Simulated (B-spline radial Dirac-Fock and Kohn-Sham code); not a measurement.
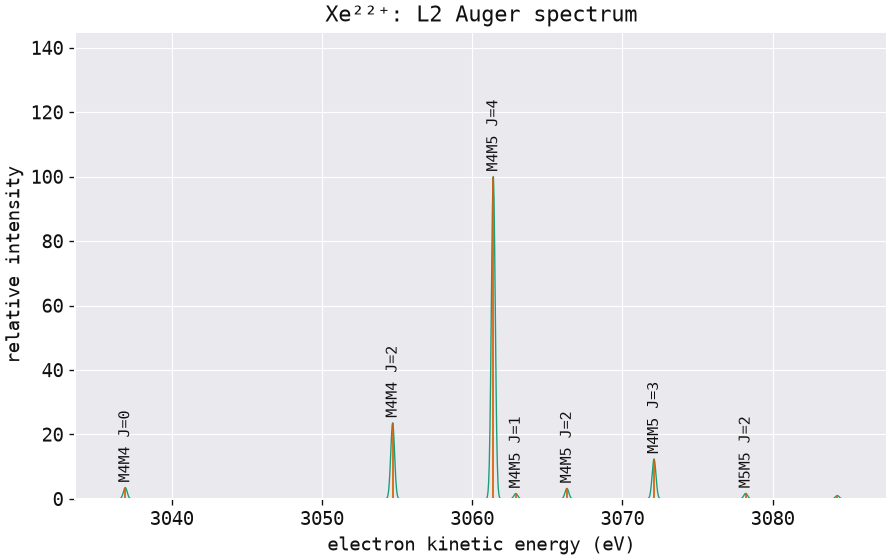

**Figure.** The Auger multiplet of an L2 hole with both final holes in M45, lines labelled by the leading pair of holes and J, broadened by 0.30 eV full width. Kinetic energies count from the vacuum level; very weak lines are left out. Lines are named by their largest jj component, which in light atoms can differ from the customary names. The figure is for Xe²²⁺, configuration [Ar] 3d10 4s2 4p2. Level of theory: Dirac–Fock ΔSCF energies in intermediate coupling of the two holes, Coulomb rates, valence shells as spectators; calculated with a radial B-spline solver.

Describe what the figure shows.

The strongest line is L2-M4M5 J=4 at 3.0614 keV (68 % of the multiplet), followed by L2-M4M4 J=2 at 3.0547 keV (16 %), L2-M4M5 J=3 at 3.0721 keV (8.4 %), L2-M4M4 J=0 at 3.0369 keV (2.4 %). The lines shown span 3.037 keV to 3.084 keV.
